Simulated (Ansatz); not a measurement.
## Fields on a plane of Mo (bcc, W type)

```
Mo
1.0
   -1.58038     1.58038     1.58038
    1.58038    -1.58038     1.58038
    1.58038     1.58038    -1.58038
Mo
1
Direct
  0.00000   0.00000   0.00000
```

The slice is a {211} plane (indices of the conventional cell) through the point (0.000, 0.000, 0.000) (fractional), spanned by u = [111] and v = [1 0 -1] in vectors of this cell: u (2.74 Å) and v (4.47 Å, at 90° to u). It covers one period; positions are fractions (u, v).

Atoms on it: Mo at (0.00, 0.00).

Computed with PBE (plane waves to 420 eV, PAW, scalar-relativistic; Ansatz, a quantum-chemistry and plane-wave program). k mesh 21×21×21. Near the nuclei the fields are pseudised (PAW); where an atom keeps semicore shells as valence, they peak there. Mo is run without spin polarisation. Mo was relaxed with its symmetry unable to fall. The PAW data are Ansatz's earlier set.

```
|xxxxxxxxxx..==..xxxxxxxx|
|xxxxxxxx  --**--  xxxxxx|
|xxxxxxxx..**%%**..xxxxxx|
|xxxx    ++%%@@%%++    xx|
|  ..--**%%@@@@@@%%**--..|
|**####%%%%@@@@@@%%%%####|
|@@%%%%%%%%%%%%%%%%%%%%%%|
|@@@@%%##**********##%%@@|
|@@%%##**++======++**##%%|
|%%%%##**++======++**##%%|
|@@%%##**++======++**##%%|
|@@@@%%##**********##%%@@|
|@@%%%%%%%%%%%%%%%%%%%%%%|
|**####%%%%@@@@@@%%%%####|
|  ..--**%%@@@@@@%%**--..|
|xxxx    ++%%@@%%++    xx|
|xxxxxxxx..**%%**..xxxxxx|
|xxxxxxxx  --**--  xxxxxx|
|xxxxxxxxxx..==..xxxxxxxx|
|xxxxxxxxxx  ==  xxxxxxxx|
```
Scale: ten equal steps from 5.00 (start of ' ') to 13.76 (end of '@'), in the order ' .:-=+*#%@'. Values: electrostatic potential energy of an electron, from the cell's mean, in eV. The map has 12 points along u (two characters each, u = 0 at the left) and 20 along v (v = 0 in the bottom row). Points within 1 Å of a nucleus are blanked (x), as the pseudised field means little there. Values under 5 eV are set to 5. The zero, the cell's mean, hangs on the PAW cores.

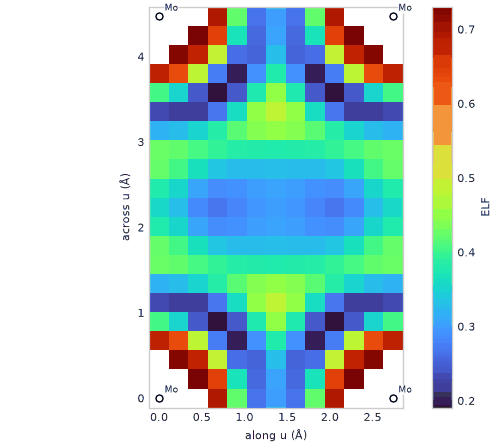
Fig. 1. Electron localisation function (ELF), one period of the plane, atoms marked. Points within 0.5 Å of a nucleus are left white, as the pseudised field means little there.

The density on the Mo–Mo line (2.74 Å) at its midpoint is 0.37 e/Å³ and the ELF at that point comes out as 0.30.
